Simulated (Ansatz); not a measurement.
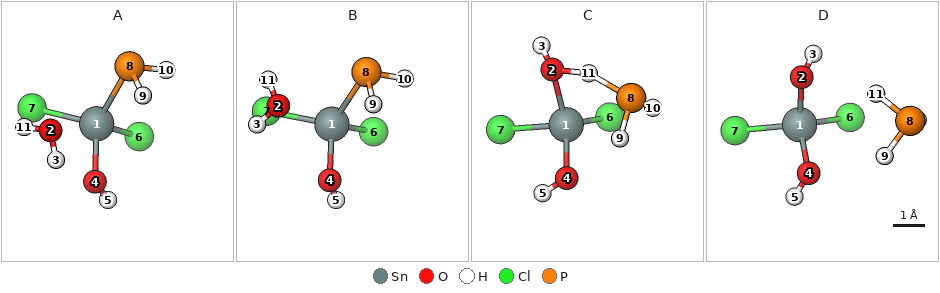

4 geometries from a converged minimum-energy path of SnPH$_{5}$O$_{2}$Cl$_{2}$, made up at the start of SnH2O2Cl2 and PH$_{3}$, shuffled. A ball-and-stick model, seen at a tilt.

Method: RKS BLYP/def2-SVP (Ansatz 0.2.0). Run with 5 movable images; climbing image; force threshold 0.03 eV/Å; iteration limit 60; starting path through a guess of the saddle point.

Q: Which frame is the transition state?

A: C. In order along the path, whose images run from 0 to 6: D (image 0, 0.0 kcal/mol), C (image 2, +21.9 kcal/mol), B (image 5, −12.1 kcal/mol), A (image 6, −18.0 kcal/mol). Breaking: P8–H11 (1.44 → 1.68 at the top → 4.02 Å). Forming: O2–H11 (2.78 → 1.30 at the top → 0.98 Å), Sn1–P8 (4.45 → 3.06 at the top → 2.57 Å).

Limits of the set-up: the start holds two separate molecules, 2.8 Å apart at their closest, whose relative position is a soft coordinate and is computed without a dispersion correction.

The run took 6.8 min on 4 threads of AMD EPYC 7B13 (Zen 3) (shared host), peak memory 0.23 GiB.
